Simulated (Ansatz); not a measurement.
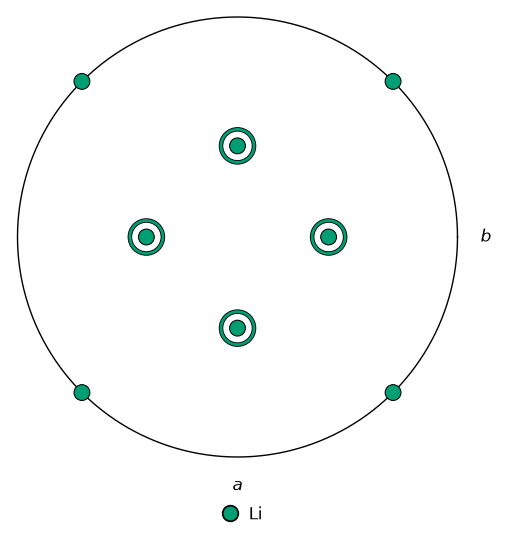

For Li7Bi, the end point of a relaxation with Ansatz 0.2.0, DFT PBE, scalar-relativistic, plane waves, PAW; the starting structure was generated, so it need not be a known form of this composition: directions from one lithium atom at (1/2, 0, 0) to its bonded neighbours, in stereographic projection down c (filled: above the plane of the page or in it, open: below). The drawing is computed from the coordinates (standard cell, symmetry found to 0.002 Å).

Neighbours are counted up to 3.50 Å for Li; other elements are left out.

```cif
data_structure
_symmetry_space_group_name_H-M 'P 1'
_symmetry_Int_Tables_number 1
_cell_length_a 8.6157
_cell_length_b 8.6157
_cell_length_c 8.6157
_cell_angle_alpha 90.000
_cell_angle_beta 90.000
_cell_angle_gamma 90.000
_cell_volume 639.55
loop_
_atom_site_label
_atom_site_type_symbol
_atom_site_fract_x
_atom_site_fract_y
_atom_site_fract_z
_atom_site_occupancy
Li1 Li 0.00000 0.75000 0.75000 1
Li2 Li 0.00000 0.25000 0.75000 1
Li3 Li 0.75000 0.00000 0.75000 1
Li4 Li 0.25000 0.00000 0.75000 1
Li5 Li 0.25000 0.25000 0.00000 1
Li6 Li 0.25000 0.75000 0.00000 1
Li7 Li 0.50000 0.00000 0.00000 1
Bi1 Bi 0.00000 0.00000 0.00000 1
Li8 Li 0.00000 0.25000 0.25000 1
Li9 Li 0.00000 0.75000 0.25000 1
Li10 Li 0.75000 0.50000 0.25000 1
Li11 Li 0.25000 0.50000 0.25000 1
Li12 Li 0.25000 0.75000 0.50000 1
Li13 Li 0.25000 0.25000 0.50000 1
Li14 Li 0.50000 0.50000 0.50000 1
Bi2 Bi 0.00000 0.50000 0.50000 1
Li15 Li 0.50000 0.75000 0.25000 1
Li16 Li 0.50000 0.25000 0.25000 1
Li17 Li 0.25000 0.00000 0.25000 1
Li18 Li 0.75000 0.00000 0.25000 1
Li19 Li 0.75000 0.25000 0.50000 1
Li20 Li 0.75000 0.75000 0.50000 1
Li21 Li 0.00000 0.00000 0.50000 1
Bi3 Bi 0.50000 0.00000 0.50000 1
Li22 Li 0.50000 0.25000 0.75000 1
Li23 Li 0.50000 0.75000 0.75000 1
Li24 Li 0.25000 0.50000 0.75000 1
Li25 Li 0.75000 0.50000 0.75000 1
Li26 Li 0.75000 0.75000 0.00000 1
Li27 Li 0.75000 0.25000 0.00000 1
Li28 Li 0.00000 0.50000 0.00000 1
Bi4 Bi 0.50000 0.50000 0.00000 1
```

**How many neighbours are there, and at what angles?**

12: 12 Li at 3.05 Å. Angles between bonds: 60° (24×), 90° (12×), 120° (24×), 180° (6×).

**What is the site's symmetry in the crystal?**

Point group m-3m (Oh), order 48: three fourfold axes, four threefold axes, six twofold axes, nine mirror planes, an inversion centre. In Fm-3m, No. 225 this is Wyckoff position 4b.
